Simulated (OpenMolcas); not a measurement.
Co²⁺ complex: multiconfigurational calculation

- system: Co²⁺ with 6 ligands (F; octahedron, 2.06 Å), neutralised by 6 outer point charges of +0.67 e, whose field is part of the energies.
- method: state-averaged SS-CASPT2, IPEA shift 0.25, imaginary shift 0.1 hartree, closed shells 3s 3p of the metal and the valence shells of the ligands correlated, active space 7 electrons in the shell 3d, basis ANO-RCC-VDZP on the metal and ANO-RCC-VDZP on the ligands, DKH2 scalar Hamiltonian, spin-orbit coupling by RASSI with atomic mean-field integrals (OpenMolcas)

## Input file
```
&GATEWAY
Coord
7

Co 0.0 0.0 0.0
F 2.060000 0.000000 0.000000
F 0.000000 2.060000 0.000000
F -2.060000 0.000000 0.000000
F 0.000000 -2.060000 0.000000
F 0.000000 0.000000 2.060000
F 0.000000 0.000000 -2.060000
Basis=Co.ANO-RCC-VDZP,F.ANO-RCC-VDZP
Group=XYZ
NoMove
AngMom=0.0 0.0 0.0
AMFI
RICD
XField
3 Angstrom 0
4.860000 0.000000 0.000000 0.666667
0.000000 4.860000 0.000000 0.666667
0.000000 0.000000 4.860000 0.666667
&SEWARD
&RASSCF
FileOrb=start.orb
Symmetry=1
Spin=4
nActEl=7 0 0
Inactive=18 21
Ras2=5 0
CIRoot=10 10 1
SDav=10
CIMx=300
Iter=150 100
PrWF=0.3
OrbListing=Nothing
MaxOrb=0
LevShft=1.0
>>> COPY $Project.JobIph JOB001
&RASSCF
FileOrb=start.orb
Symmetry=1
Spin=2
nActEl=7 0 0
Inactive=18 21
Ras2=5 0
CIRoot=40 40 1
SDav=40
CIMx=300
Iter=150 100
PrWF=0.3
OrbListing=Nothing
MaxOrb=0
LevShft=1.0
>>> COPY $Project.JobIph JOB002
&RASSI
NrOfJobIphs=2 10 40
1 2 3 4 5 6 7 8 9 10
1 2 3 4 5 6 7 8 9 10 11 12 13 14 15 16 17 18 19 20 21 22 23 24 25 26 27
28 29 30 31 32 33 34 35 36 37 38 39 40
IphNames
JOB001
JOB002
EJob
SpinOrbit
DIPRint=1.0
SOCoupling=1000.0
Subsets=2
Property=9
'ANGMOM' 1 'ANGMOM' 2 'ANGMOM' 3 'MLTPL  1' 1 'MLTPL  1' 2 'MLTPL  1' 3
'AMFI' 1 'AMFI' 2 'AMFI' 3
SOProperty=3
'ANGMOM' 1 'ANGMOM' 2 'ANGMOM' 3
>>> COPY JOB001 $Project.JobIph
&CASPT2
Multistate=10 1 2 3 4 5 6 7 8 9 10
NoMult
Frozen=5 6
IPEA=0.25
Imaginary=0.1
MaxIter=60
WThr=0.0 0.3 0.05
PrWF=0.5
NoMix
>>> COPY JOB002 $Project.JobIph
&CASPT2
Multistate=40 1 2 3 4 5 6 7 8 9 10 11 12 13 14 15 16 17 18 19 20 21 22
23 24 25 26 27 28 29 30 31 32 33 34 35 36 37 38 39 40
NoMult
Frozen=5 6
IPEA=0.25
Imaginary=0.1
MaxIter=60
WThr=0.0 0.3 0.05
PrWF=0.5
NoMix
```

The file start.orb holds starting orbitals from an earlier step. A driver script formed the levels outside the program, from RASSI's spin-orbit matrix and the CASPT2 energies (for multi-state variants, the effective Hamiltonian), averaged over the components of each term or state. The log and the time are those of the CASPT2 step.

Run as:
```bash
OMP_NUM_THREADS=1 MOLCAS_MEM=2457 MOLCAS_PROJECT=a pymolcas a.inp > a.log  # once for each step of the input, in one work folder
```

## Log (extracts)
```
--- CASPT2 ---
Orbital specifications:
      -----------------------

      Symmetry species                           1   2
                                                ag  au
      Frozen orbitals                            5   6
      Inactive orbitals                         13  15
      Active orbitals                            5   0
      Secondary orbitals                        34  40
      Deleted orbitals                           0   0
      Number of basis functions                 57  61
Type of calculation                        SS-CASPT2
      Fock operator                              state-specific
      IPEA shift                                 0.25
      Real shift                                 0.00
      Imaginary shift                            0.10
      The input orbitals will be transformed to quasi-canonical
Reference energy:       -1990.4496326991
      E2 (Non-variational):      -1.7423459237
      Shift correction:          -0.0012015697
      E2 (Variational):          -1.7435474934
      Total energy:           -1992.1931801925
      Residual norm:              0.0000002578
      Reference weight:           0.71001
      Contributions to the CASPT2 correlation energy
      Active & Virtual Only:         -0.1672258049
      One Inactive Excited:          -0.2139332484
      Two Inactive Excited:          -1.3611868704
Reference energy:       -1990.4496326991
      E2 (Non-variational):      -1.7423324299
      Shift correction:          -0.0012014045
      E2 (Variational):          -1.7435338343
      Total energy:           -1992.1931665334
      Residual norm:              0.0000002561
      Reference weight:           0.71001
      Contributions to the CASPT2 correlation energy
      Active & Virtual Only:         -0.1672164770
      One Inactive Excited:          -0.2139297931
      Two Inactive Excited:          -1.3611861597
::    CASPT2 Root  1     Total energy:  -1992.19318019
::    CASPT2 Root  2     Total energy:  -1992.19316653
::    CASPT2 Root  3     Total energy:  -1992.19318051
::    CASPT2 Root  4     Total energy:  -1992.16205408
::    CASPT2 Root  5     Total energy:  -1992.16205686
::    CASPT2 Root  6     Total energy:  -1992.16207022
::    CASPT2 Root  7     Total energy:  -1992.12816006
::    CASPT2 Root  8     Total energy:  -1992.09781321
::    CASPT2 Root  9     Total energy:  -1992.09779161
::    CASPT2 Root 10     Total energy:  -1992.09782112
--- CASPT2 ---
Orbital specifications:
      -----------------------

      Symmetry species                           1   2
                                                ag  au
      Frozen orbitals                            5   6
      Inactive orbitals                         13  15
      Active orbitals                            5   0
      Secondary orbitals                        34  40
      Deleted orbitals                           0   0
      Number of basis functions                 57  61
Type of calculation                        SS-CASPT2
      Fock operator                              state-specific
      IPEA shift                                 0.25
      Real shift                                 0.00
      Imaginary shift                            0.10
      The input orbitals will be transformed to quasi-canonical
Reference energy:       -1990.3755392462
      E2 (Non-variational):      -1.7527678651
      Shift correction:          -0.0012125333
      E2 (Variational):          -1.7539803984
      Total energy:           -1992.1295196446
      Residual norm:              0.0000003321
      Reference weight:           0.70899
      Contributions to the CASPT2 correlation energy
      Active & Virtual Only:         -0.1687184338
      One Inactive Excited:          -0.2177572176
      Two Inactive Excited:          -1.3662922137
Reference energy:       -1990.3755392459
      E2 (Non-variational):      -1.7528101987
      Shift correction:          -0.0012127056
      E2 (Variational):          -1.7540229043
      Total energy:           -1992.1295621502
      Residual norm:              0.0000003452
      Reference weight:           0.70898
      Contributions to the CASPT2 correlation energy
      Active & Virtual Only:         -0.1687207400
      One Inactive Excited:          -0.2177962960
      Two Inactive Excited:          -1.3662931627
::    CASPT2 Root  1     Total energy:  -1992.12951964
::    CASPT2 Root  2     Total energy:  -1992.12956215
::    CASPT2 Root  3     Total energy:  -1992.11193274
::    CASPT2 Root  4     Total energy:  -1992.11191384
::    CASPT2 Root  5     Total energy:  -1992.11191342
::    CASPT2 Root  6     Total energy:  -1992.11129139
::    CASPT2 Root  7     Total energy:  -1992.11132758
::    CASPT2 Root  8     Total energy:  -1992.11129144
::    CASPT2 Root  9     Total energy:  -1992.09430563
::    CASPT2 Root 10     Total energy:  -1992.09623503
::    CASPT2 Root 11     Total energy:  -1992.09623908
::    CASPT2 Root 12     Total energy:  -1992.09623781
::    CASPT2 Root 13     Total energy:  -1992.07667768
::    CASPT2 Root 14     Total energy:  -1992.07667775
::    CASPT2 Root 15     Total energy:  -1992.07668304
::    CASPT2 Root 16     Total energy:  -1992.06937755
::    CASPT2 Root 17     Total energy:  -1992.06942471
::    CASPT2 Root 18     Total energy:  -1992.06936885
::    CASPT2 Root 19     Total energy:  -1992.06323233
::    CASPT2 Root 20     Total energy:  -1992.06277174
::    CASPT2 Root 21     Total energy:  -1992.04919873
::    CASPT2 Root 22     Total energy:  -1992.04926328
::    CASPT2 Root 23     Total energy:  -1992.05277427
::    CASPT2 Root 24     Total energy:  -1992.05277389
::    CASPT2 Root 25     Total energy:  -1992.05277924
::    CASPT2 Root 26     Total energy:  -1992.04544594
::    CASPT2 Root 27     Total energy:  -1992.04544865
::    CASPT2 Root 28     Total energy:  -1992.04545151
::    CASPT2 Root 29     Total energy:  -1992.00703257
::    CASPT2 Root 30     Total energy:  -1992.00701382
```

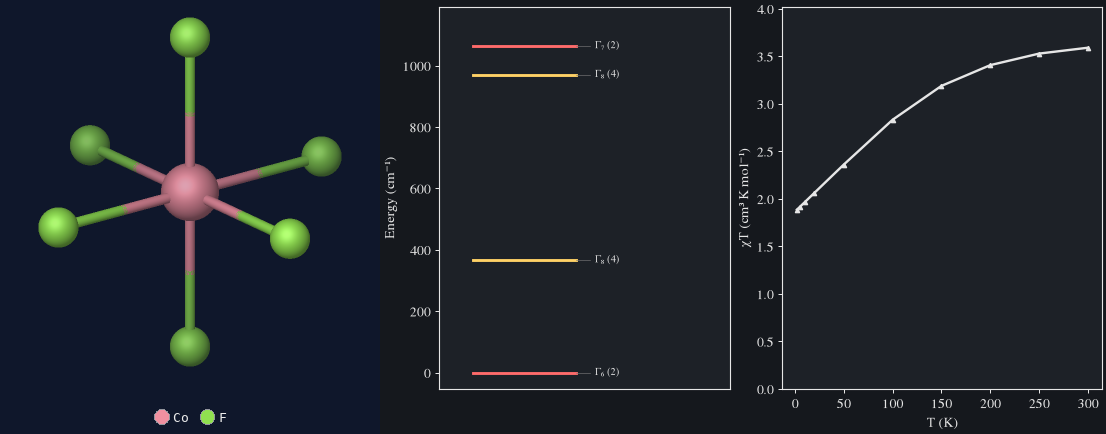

Co²⁺ (3d⁷) with 6 ligands, F⁻, at 2.06 Å (arrangement: octahedron, Oh), neutralised by outer point charges of +0.67 e, and its levels and susceptibility. Labels give the representation in O, Td, D4 or D3 as the site allows (double group for half-integer spin) where it could be assigned and, in brackets, the degeneracy; spin-free states, where drawn, share the zero of the spin-orbit levels. Powder susceptibility by Van Vleck's formula. The ground level is Γ₆, a Kramers doublet, 100 % from states of spin multiplicity 4. Its principal g values are 4.46, 4.46 and 4.46, isotropic. The next level lies at 367 cm⁻¹ (Γ₈). χT is 1.89 cm³ K mol⁻¹ at 2 K and 3.59 at 300 K, an effective moment of 5.36 μB.

## Results in brief

| quantity | value |
| --- | --- |
| outcome | converged |
| energy of the lowest spin-free term | −1992.19318 hartree |
| energy of the lowest spin-orbit level | −1992.19636 hartree |
| CASPT2 correlation energy | −1.7435 hartree |
| largest spread among components of a term | 101.1 cm⁻¹ |
| lowest reference weight | 0.702 |
| hardware | 1 thread of Arm Neoverse V2, 24 GiB of memory available, shared host |
| wall time | 90 s |

## Notes

The components of ²E, which symmetry makes degenerate, are split by 101 cm⁻¹ in CASPT2. This is an artefact; the levels of such states rest on averages and are uncertain by about as much. Limits: small active space favours high spin, ground spin may be wrong; with a single d shell and no ligand orbitals active, the ligand field and the g values of a late 3d ion can be well off; distances are set from ionic radii, not optimised.
